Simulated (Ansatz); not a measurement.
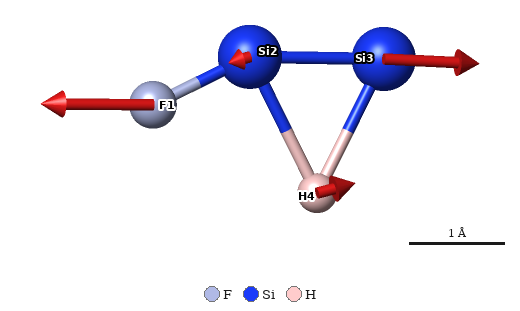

A relaxation of Si2HF. The starting structure is drawn; red arrows show the displacements, 2 times their true length. The two geometries are superimposed by the best rigid fit.

A ball-and-stick model, seen at a tilt.

It is one of the separated reactants of a reaction.

These are results of RKS PBE-D4/def2-SVP in Ansatz 0.2.0, not measurements.

The input:
```yaml
crystal:
  periodic: [false, false, false]
  atoms:
    - {symbol: F, position_ang: [-0.614363, -0.277692, 1.177272]}
    - {symbol: Si, position_ang: [0.173260, 0.257315, 0.477048]}
    - {symbol: Si, position_ang: [0.818296, 0.534789, -0.821983]}
    - {symbol: H, position_ang: [-0.377192, -0.514413, -0.832338]}
basis:
  gaussian: {orbitals: def2-SVP}
hamiltonian: {xc: pbe, dispersion: d4}
relax: {f_tol: 0.03, max_steps: 250}
```

Run as
```bash
ansatz run in.yaml --threads 2 --pin off --events-out ev --progress --plain --max-ram 4352MiB
```

What did the optimiser do to the structure, and how much energy did it gain?

Answer. F1 moves most after the best rigid fit: 0.62 Å. Largest moves by element: F 0.62 Å, Si 0.53 Å, H 0.22 Å. Near-neighbour distances that change, for instance: Si2–Si3 1.477 → 2.127 Å, F1–Si2 1.182 → 1.637 Å, Si2–H4 1.616 → 1.726 Å, Si3–H4 1.591 → 1.698 Å. Among the angles between lasting bonds that change: Si2–H4–Si3 54.8° → 76.8°, F1–Si2–H4 92.1° → 112.1°, Si2–Si3–H4 63.5° → 52.2°. After 6 geometry steps the energy has fallen by 1799.5 kJ/mol. The largest force component goes from 40 to 0.019 eV/Å.
